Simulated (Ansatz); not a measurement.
Nudged elastic band of SiNH₅SF₂ (part 2 of 2)

SiNH₅SF₂; RHF/6-31G* (Ansatz 0.2.0). The run did not end well. One setting was made poor on purpose. It belongs to a series of runs on one base structure; here: band between the two ends.

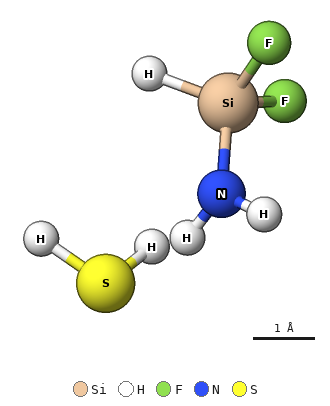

Figure 1. The starting structure (ball-and-stick view, seen at a tilt).

```
Unfinished report: {"positions_ang":[[-0.01738584748515913,-0.07869739013505772,0.034113446274897596],[0.1186883594675356,-0.1145109708771501,1.5342748114708442],[1.5053593314296498,-0.10817263128121629,-0.31859146183629816],[-0.46865782154556734,1.2852642770585267,-0.6516098478837145],[-0.7784868047511736,-1.4715718065663999,-0.6223007852096674],[-1.470490684608184,-2.023742829847037,-0.16239123934714705],[-0.657678091660529,-1.769052998246795,-1.5710338210992392],[-2.617122370467079,0.21870473521387782,1.2038910365537472],[-2.871022238163771,-0.52455676230482,0.11555231073799638],[-1.4397038422157216,-0.3099636330139291,1.6572925403385796]],"unchecked":["starts","cluster_reference","orbital_swaps","neighbouring_geometries","increment"],"mean_field":{"relativity":"none","state":{"energy":{"ev":-25653.926343458083,"hartree":-942.7644042662639},"converged":true,"gradient_ev":0.000012023891590808261,"stability":{"kind":"minimum","curvature_ev":30.360859057469373},"curvature_floor_ev":0.00030000000000000003,"spin_squared":2.842170943040401e-14},"others":[],"fillings":{"estimated":0,"unestimated":0,"tried":0,"untried":0,"excluded_magnetic_sites":0},"n_dropped_functions":0,"n_trapped_functions":0,"passes":{"evaluations":3,"products":24},"factors":{"origin":"Cholesky decomposition","count":949,"bound_ev":0.0006006699329789639},"gradient_stop_ev":0.00009,"reference_kind":"stationary","symmetry":{"irreps":["A"],"axes":[[0.9969406834030463,0.05155335776609155,-0.05874968152175914],[-0.05598785339864038,0.9954949615281388,-0.07651889860617288],[0.05454020579058271,0.07957407162594347,0.9953357891069676]],"occupied":[{"A":30},{"A":30}]},"held":{"pivots":949,"left_out":0,"joined":0},"density_repulsion":{"missed_ev":0.000050751326798384824,"excess_ev":1.7051537814029457e-8,"most_excess_ev":0.000162,"are_drawn_again":false,"n_first_factors":949,"energy_change_ev":0.0,"n_dropped_ends":0}},"factors":{"origin":"Cholesky decomposition","count":949,"bound_ev":0.0006006699329789639},"n_frozen":0,"n_occupied":[30,30],"n_virtual":[63,63],"reference":{"ev":-25653.926343458083,"hartree":-942.7644042662639},"total":{"ev":-25653.926343458083,"hartree":-942.7644042662639},"forces_ev_per_angstrom":[[1.0846924054118345,-0.2696266799339101,0.15450350265929855],[0.09602839232161717,0.22076971563874895,-1.14724323656043],[1.0731854854732474,-0.16347400088328795,-0.7938393532764103],[0.04450070770609289,-0.4161271734759895,0.3619262600089633],[0.12709401840477158,0.23160660853809406,0.07264999952191607],[0.26241261654251336,0.02009141841920241,-0.0005480865590195767],[0.22293644368591742,0.18092882735718072,0.1576452332902585],[-1.0216556952183222,0.05762089752644446,0.8890129083526015],[0.30993691602075585,0.19093518047989472,0.7456736599538364],[-2.1991312903416023,-0.05272479366518388,-0.4397808873898323]],"charge_distribution":{"dipole_moment_e_ang":[-0.3224650499110039,-0.6151896777992303,-0.08131972758540977],"mulliken_charges_e":[1.4735767662468806,-0.18507028158229533,-0.48699052775956986,-0.4764022385465303,-1.0871989016167234,0.3784185698477983,0.3967143914222403,-0.2261610078814691,0.13485898283897835,0.07825424703069817],"lowdin_charges_e":[0.36925314512215834,-0.10850997043486954,-0.14350019203006426,-0.15295785223902492,-0.5762545630884084,0.24724320970986358,0.26539914302733614,-0.05927087540552023,0.07975501689778974,0.07884293844077461]},"n_threads":1,"memory_gib":1.7045454550534487,"seconds":{"hamiltonian":1.993057033,"orbitals":0.0,"second_order":0.0,"solver_start":0.0,"cycles":0.0,"cycle":0.0,"perturbative":0.0,"full_ci_increment":0.0,"forces":0.0}}
this run last wrote the band of iteration 60 to [file]
Error: NEB band did not converge after 60 iterations: max|band force component| = 9.20e-1 eV/Å (threshold 5.0e-2); raise `neb.max_iterations` in a new run, which can start from the last band evaluated (`neb.initial_path`, with `crystal.atoms` and `neb.final_atoms` set to its first and last images), add images, or start from endpoints closer to local minima. Where this run's directory can be resumed (`checkpoint.write`), a resume goes on for up to `neb.max_iterations` more; to start a new run from the last band, take its images' positions from the `neb_iteration` event of iteration 60 (`data.images[].positions_ang`), in the event stream of the run that computed that iteration (not this run's, if it was resumed behind it). With `checkpoint.write`, `steps/00-neb/state/checkpoint.json` in the run directory holds the last saved band, under `neb.evaluated.images[].positions_ang` (a band under a hybrid functional on support functions is neither saved nor resumed: `neb.initial_path` says where its path is): check the last entry of `neb.iterations` there, which is earlier than 60 if that iteration was not saved or its write failed. If the band's step has no `state` directory and holds `state.next`, a write was cut short, and the file is under `state.next` instead (behind a loss of power it can be under `state.prev`)
this run wrote the band of iteration 60 to [file] as well, whether or not its events were kept: a new run's `neb.initial_path` can list its `images[].positions_ang`
a run's events are kept only if it was started with --events-out <file>, and are in that file
```

### The last band as extended XYZ (Å, eV, eV/Å)
```
10
Properties=species:S:1:pos:R:3:forces:R:3 image=0 energy=-25655.60689
Si    0.5881   -0.3410   -0.0469   -0.0086  -0.0113   0.0072
H     0.4124   -0.4920    1.3928    0.0071  -0.0009  -0.0139
F     2.1041   -0.5280   -0.4614   -0.0043   0.0043   0.0029
F     0.2606    1.1743   -0.3919   -0.0031  -0.0028   0.0011
N    -0.3221   -1.4703   -0.9082   -0.0035   0.0046  -0.0017
H    -0.1042   -1.7236   -1.8487   -0.0078  -0.0006   0.0169
H    -1.2708   -1.6652   -0.6661    0.0208   0.0046  -0.0132
S    -3.6124   -0.3498    0.9651   -0.0015   0.0075   0.0126
H    -3.4286   -0.4441    2.2753   -0.0012  -0.0004  -0.0072
H    -3.3237    0.9435    0.9092    0.0022  -0.0051  -0.0047
10
Properties=species:S:1:pos:R:3:forces:R:3 image=1 energy=-25655.46745
Si    0.3562   -0.2612    0.0021    0.0415  -0.0150  -0.0195
H     0.2926   -0.2887    1.4620    0.0318  -0.0212  -0.0235
F     1.8718   -0.3998   -0.4252    0.0378  -0.0798  -0.0099
F    -0.1239    1.1949   -0.4041   -0.0238  -0.0413  -0.0206
N    -0.5314   -1.4501   -0.7992    0.0766   0.0138  -0.0624
H    -0.1252   -2.2122   -1.2954    0.0907   0.0522  -0.0308
H    -1.5184   -1.3731   -0.9171    0.0842  -0.0745   0.0042
S    -3.2054    0.0703    0.6559   -0.2299   0.1361   0.1314
H    -3.4523   -0.8504    1.5767   -0.0237  -0.0130   0.0249
H    -2.2605    0.6741    1.3635   -0.0851   0.0426   0.0061
10
Properties=species:S:1:pos:R:3:forces:R:3 image=2 energy=-25655.26974
Si    0.3163   -0.2333   -0.0095    0.1053  -0.0208  -0.0469
H     0.2204   -0.3388    1.4452    0.0811  -0.1347  -0.0568
F     1.8447   -0.2533   -0.4108    0.1161   0.0003  -0.0049
F    -0.1696    1.2079   -0.4479    0.0811  -0.0541  -0.1151
N    -0.5504   -1.4709   -0.7692    0.0803   0.0025  -0.0316
H    -0.9885   -2.2036   -0.2536    0.0751   0.0400   0.0030
H    -0.9439   -1.3734   -1.6814    0.0553   0.0166   0.0076
S    -3.0381    0.3771    0.7865   -0.3413   0.0337   0.2298
H    -3.3819   -0.8942    0.9452   -0.0877   0.0154   0.0160
H    -2.0054    0.2862    1.6148   -0.1652   0.1010  -0.0012
10
Properties=species:S:1:pos:R:3:forces:R:3 image=3 energy=-25653.92634
Si   -0.0174   -0.0787    0.0341    1.0847  -0.2696   0.1545
H     0.1187   -0.1145    1.5343    0.0960   0.2208  -1.1472
F     1.5054   -0.1082   -0.3186    1.0732  -0.1635  -0.7938
F    -0.4687    1.2853   -0.6516    0.0445  -0.4161   0.3619
N    -0.7785   -1.4716   -0.6223    0.1271   0.2316   0.0727
H    -1.4705   -2.0237   -0.1624    0.2624   0.0201  -0.0005
H    -0.6577   -1.7691   -1.5710    0.2229   0.1809   0.1576
S    -2.6171    0.2187    1.2039   -1.0217   0.0576   0.8890
H    -2.8710   -0.5246    0.1156    0.3099   0.1909   0.7457
H    -1.4397   -0.3100    1.6573   -2.1991  -0.0527  -0.4398
10
Properties=species:S:1:pos:R:3:forces:R:3 image=4 energy=-25654.20368
Si   -0.5009    0.0257   -0.2185   -0.6730   0.1060  -0.3383
H     0.1105   -0.2881    2.1533   -0.2383  -0.1896   0.6782
F     1.0547    0.0579    0.1336   -0.6237   0.1832   0.7424
F    -0.5250    1.3384   -1.0901   -0.0622  -0.0675  -0.7591
N    -0.8124   -1.5118   -0.8192   -0.1765   0.0000  -0.3839
H    -1.4063   -2.1062   -0.2818   -0.0160  -0.1004  -0.3040
H    -0.5689   -1.8726   -1.7098    0.3536  -0.2515  -0.1426
S    -2.3966    0.2606    0.8842    0.5239   0.1085  -0.1240
H    -3.0351   -0.4099   -0.0707   -0.1032   0.2876   0.1027
H    -0.6164   -0.3902    2.2381    1.0154  -0.0762   0.5285
10
Properties=species:S:1:pos:R:3:forces:R:3 image=5 energy=-25655.55347
Si   -0.7186    0.1123   -0.4051   -0.0688  -0.0059  -0.1158
H     0.3691   -0.5063    2.5472    0.0226  -0.0373   0.1000
F     0.5939    0.4012    0.4299   -0.2841   0.1640   0.2108
F    -0.5707    1.1237   -1.6068    0.0142  -0.1906  -0.3009
N    -0.8465   -1.4831   -0.9263   -0.0263  -0.0056  -0.1624
H    -1.2313   -2.1726   -0.3151    0.0592  -0.0357  -0.1264
H    -0.3798   -1.8683   -1.7159    0.1517  -0.0572  -0.0523
S    -2.5375    0.4884    0.6200    0.1555   0.0706   0.1255
H    -3.2312   -0.1346   -0.3339   -0.0056   0.1528   0.2056
H    -0.1439   -0.8570    2.9254   -0.0184  -0.0550   0.1158
10
Properties=species:S:1:pos:R:3:forces:R:3 image=6 energy=-25655.76448
Si   -0.9072    0.1736   -0.5595    0.0167   0.0132  -0.0090
H     0.5723   -0.7911    3.0069    0.0017   0.0071  -0.0068
F     0.1349    0.6725    0.5217   -0.0098  -0.0069  -0.0091
F    -0.5521    0.9612   -1.8824   -0.0025  -0.0088   0.0138
N    -0.8242   -1.4606   -0.9585    0.0008   0.0133   0.0031
H    -1.1040   -2.1849   -0.3335   -0.0038  -0.0063   0.0043
H    -0.2135   -1.7851   -1.6781    0.0064  -0.0091  -0.0094
S    -2.7811    0.7049    0.2598   -0.0101   0.0077   0.0115
H    -3.5257    0.1236   -0.6725    0.0003  -0.0034  -0.0060
H     0.5041   -1.3103    3.5153    0.0002  -0.0069   0.0076
```

This output came from the following input.

### Input file
```yaml
crystal:
  periodic: [false, false, false]
  atoms:
    - { symbol: Si, position_ang: [0.588076, -0.340996, -0.046921] }
    - { symbol: H, position_ang: [0.41245, -0.492035, 1.392822] }
    - { symbol: F, position_ang: [2.104127, -0.528046, -0.461359] }
    - { symbol: F, position_ang: [0.260632, 1.174311, -0.391931] }
    - { symbol: "N", position_ang: [-0.322098, -1.4703, -0.908218] }
    - { symbol: H, position_ang: [-0.104233, -1.723601, -1.848701] }
    - { symbol: H, position_ang: [-1.27079, -1.665189, -0.666055] }
    - { symbol: S, position_ang: [-3.61238, -0.349813, 0.965137] }
    - { symbol: H, position_ang: [-3.428604, -0.44411, 2.275267] }
    - { symbol: H, position_ang: [-3.32368, 0.943479, 0.909156] }
basis:
  gaussian: { orbitals: "6-31G*" }
hamiltonian:
  xc: hf
neb:
  order_check: false
  images: 5
  f_tol: 0.05
  max_iterations: 60
  max_displacement: 0.02
  optimiser: fire
  final_atoms:
    - { symbol: Si, position_ang: [-0.90716989, 0.17356681, -0.55947295] }
    - { symbol: H, position_ang: [0.57229639, -0.79111026, 3.00692796] }
    - { symbol: F, position_ang: [0.13490877, 0.67245546, 0.52167242] }
    - { symbol: F, position_ang: [-0.55209777, 0.96120434, -1.88238763] }
    - { symbol: "N", position_ang: [-0.82420919, -1.46060344, -0.95854356] }
    - { symbol: H, position_ang: [-1.10397298, -2.18491679, -0.33347483] }
    - { symbol: H, position_ang: [-0.21354073, -1.7851464, -1.67811457] }
    - { symbol: S, position_ang: [-2.78114733, 0.70494357, 0.2598285] }
    - { symbol: H, position_ang: [-3.52565793, 0.12360806, -0.672516] }
    - { symbol: H, position_ang: [0.50409065, -1.31030136, 3.51527766] }
  initial_path:
    images:
      - { positions_ang: [[0.588076, -0.340996, -0.046921], [0.41245, -0.492035, 1.392822], [2.104127, -0.528046, -0.461359], [0.260632, 1.174311, -0.391931], [-0.322098, -1.4703, -0.908218], [-0.104233, -1.723601, -1.848701], [-1.27079, -1.665189, -0.666055], [-3.61238, -0.349813, 0.965137], [-3.428604, -0.44411, 2.275267], [-3.32368, 0.943479, 0.909156]] }
      - { positions_ang: [[0.40397755, -0.24710888, -0.01631912], [0.2661269, -0.36715872, 1.54617459], [1.91903371, -0.40163896, -0.45288587], [-0.02688548, 1.21763767, -0.41574658], [-0.51532176, -1.46673317, -0.81853503], [-0.56999234, -1.83497985, -1.2330662], [-1.13004854, -1.66933095, -1.00239667], [-3.18102698, -0.20602185, 0.89170885], [-3.3208618, -0.53257899, 1.48332636], [-2.54150127, 0.61161369, 1.23693667]] }
      - { positions_ang: [[0.2198791, -0.15322176, 0.01428276], [0.11980381, -0.24228244, 1.69952718], [1.73394041, -0.27523192, -0.44441274], [-0.31440295, 1.26096434, -0.43956217], [-0.70854552, -1.46316634, -0.72885206], [-1.03575169, -1.94635869, -0.61743141], [-0.98930707, -1.6734729, -1.33873834], [-2.74967395, -0.06223069, 0.81828071], [-3.2131196, -0.62104798, 0.69138572], [-1.75932253, 0.27974839, 1.56471735]] }
      - { positions_ang: [[0.03578064, -0.05933465, 0.04488463], [-0.02651929, -0.11740616, 1.85287977], [1.54884712, -0.14882488, -0.43593961], [-0.60192043, 1.304291, -0.46337775], [-0.90176929, -1.45959951, -0.63916909], [-1.50151103, -2.05773754, -0.00179661], [-0.84856561, -1.67761485, -1.67508], [-2.31832093, 0.08156046, 0.74485256], [-3.10537739, -0.70951696, -0.10055493], [-0.9771438, -0.05211692, 1.89249802]] }
      - { positions_ang: [[-0.2785362, 0.01829917, -0.15656789], [0.17308594, -0.34197419, 2.2375625], [1.07753434, 0.12493524, -0.1167356], [-0.58531287, 1.18992878, -0.93638105], [-0.87591592, -1.45993415, -0.74562725], [-1.36899834, -2.10013062, -0.11235602], [-0.63689065, -1.7134587, -1.67609153], [-2.47259639, 0.28935483, 0.58317788], [-3.24547091, -0.43180862, -0.29120862], [-0.48339898, -0.47151173, 2.43342457]] }
      - { positions_ang: [[-0.59285305, 0.09593299, -0.35802042], [0.37269116, -0.56654223, 2.62224523], [0.60622155, 0.39869535, 0.20246841], [-0.56870532, 1.07556656, -1.40938434], [-0.85006255, -1.46026879, -0.8520854], [-1.23648566, -2.14252371, -0.22291542], [-0.42521569, -1.74930255, -1.67710305], [-2.62687186, 0.4971492, 0.42150319], [-3.38556442, -0.15410028, -0.48186231], [0.01034584, -0.89090654, 2.97435112]] }
      - { positions_ang: [[-0.90716989, 0.17356681, -0.55947295], [0.57229639, -0.79111026, 3.00692796], [0.13490877, 0.67245546, 0.52167242], [-0.55209777, 0.96120434, -1.88238763], [-0.82420919, -1.46060344, -0.95854356], [-1.10397298, -2.18491679, -0.33347483], [-0.21354073, -1.7851464, -1.67811457], [-2.78114733, 0.70494357, 0.2598285], [-3.52565793, 0.12360806, -0.672516], [0.50409065, -1.31030136, 3.51527766]] }
```

Command:
```bash
ansatz run input.yaml --threads 1 --pin off --max-ram 2048MiB --backend cpu --events-out ev --progress --plain --runs-dir out
```

### What the run reported

| quantity | value |
| --- | --- |
| outcome | not converged |
| barrier, forward (band not converged) | 1.681 eV |
| barrier, backward | 1.838 eV |
| hardware | 1 thread of Arm Neoverse V1, 24 GiB of memory available, shared host |
| wall time | 10 min |
| peak memory | 0.18 GiB |

The run did not converge: “NEB band did not converge after 60 iterations: max|band force component| = 9.20e-1 eV/Å (threshold 5.0e-2); raise `neb.max_iterations` in a new run, which can start from the last band evaluated (`neb.initial_path`, with `crystal.atoms` and `neb.final_atoms` set to its first and last images), add images, or start from endpoints closer to local minima …” Its last values are not results. A deliberately poor setting: step length.
